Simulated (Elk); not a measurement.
Band structure of ErS (Fm-3m, 2 atoms in the cell).

```yaml
crystal:
  lattice:
    - [0.00000, 2.71862, 2.71862]
    - [2.71862, 0.00000, 2.71862]
    - [2.71862, 2.71862, 0.00000]
  atoms:
    - { symbol: Er, position: [0.00000, 0.00000, 0.00000], spin: 3.0 }
    - { symbol: S, position: [0.50000, 0.50000, 0.50000] }
```
(The spins are starting values, not results.)

Computed with Elk with PBEsol, all-electron FP-LAPW, Elk's shipped species files, APW+lo basis with extra local orbitals.

Settings: xctype = 22; spinpol = true; rgkmax = 8; stype = 0; swidth = 0.00367493 Ha; ngridk = 7 7 7; reducebf = 0.5; gmaxvr = 18 1/bohr; lmaxapw = 10; lmaxo = 8; nxlo = 2; lorbcnd = true; lradstp = 2; nrmtscf = 2.

The starting cell comes from a database of computed structures (which also holds hypothetical and non-ambient phases and stackings), without a prior relaxation at this level. Spin-orbit coupling is off. With one magnetic atom in the cell only a parallel order is possible. With U or open f shells several self-consistent states can exist. The f electrons are in the valence without U or exact exchange, which can misplace them near the Fermi level. Spin-orbit terms, which matter for f shells, are left out. Values depend on the basis (sphere radii, cutoffs, local orbitals), which need not be converged.

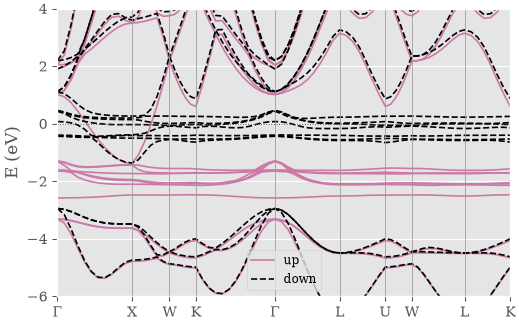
*Bands along the path, energies from the Fermi level.*

Levels in eV from the Fermi level, bands 12 to 19 of the first spin channel:
```
point     12     13     14     15     16    17    18    19
-----  -----  -----  -----  -----  -----  ----  ----  ----
Γ      -1.61  -1.32  -1.31  -1.29   1.01  1.01  1.01  1.91
X      -1.94  -1.74  -1.44  -1.43  -1.39  3.49  3.50  5.91
W      -2.06  -1.74  -1.72  -1.56   2.17  2.17  3.75  5.30
K      -2.05  -1.72  -1.71  -1.57   0.59  4.55  4.58  4.99
L      -2.10  -1.74  -1.72  -1.63   3.14  4.21  4.58  4.58
U      -2.07  -1.74  -1.69  -1.55   0.59  4.55  4.58  4.99
```

Bands cross the Fermi level along this path, so the cell is metallic at this level.

The net moment of the cell came out as 2.28 μB.
